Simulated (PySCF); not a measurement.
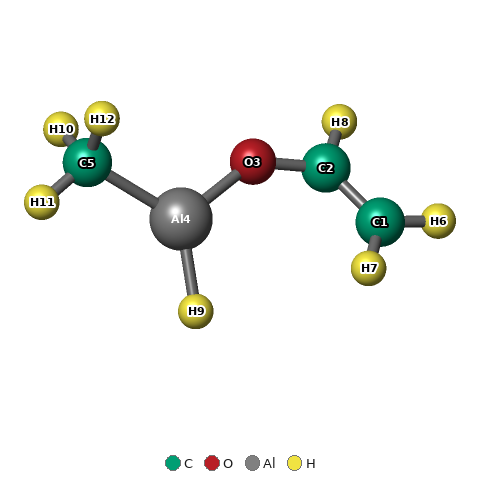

Structure of C₃H₇AlO, SMILES C=C[O][AlH][CH3], singlet.

GIAO shifts, OPBE/pcSseg-2, PySCF, at a PBE0-D3(BJ)/def2-SVP geometry (no frequency check), against AlH₄⁻ for ²⁷Al computed at the same level (²⁷Al: the usual scale starts at aqueous Al³⁺ instead). Gas phase, fully decoupled, line heights follow the number of nuclei, widths are arbitrary (no quadrupolar broadening); values of one conformer, averaged over methyl-type rotors and exact or near symmetry; other conformers aren't averaged in.

Question: How many ²⁷Al lines appear, and where?

Answer: 1 signal.


```tsv
δ (ppm)	nuclei	atoms
112.6	1	Al4
```

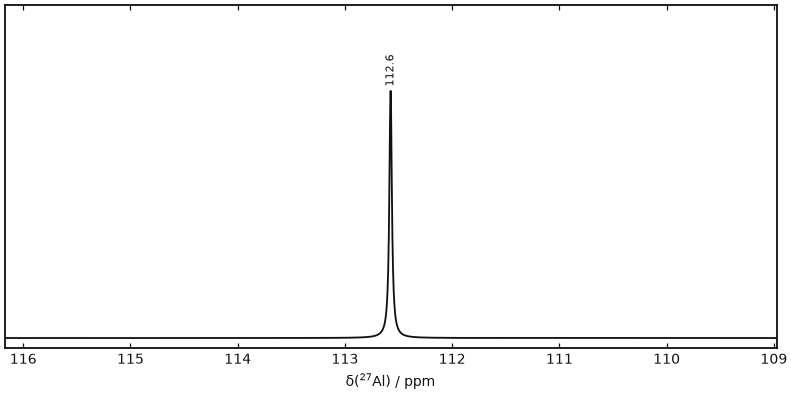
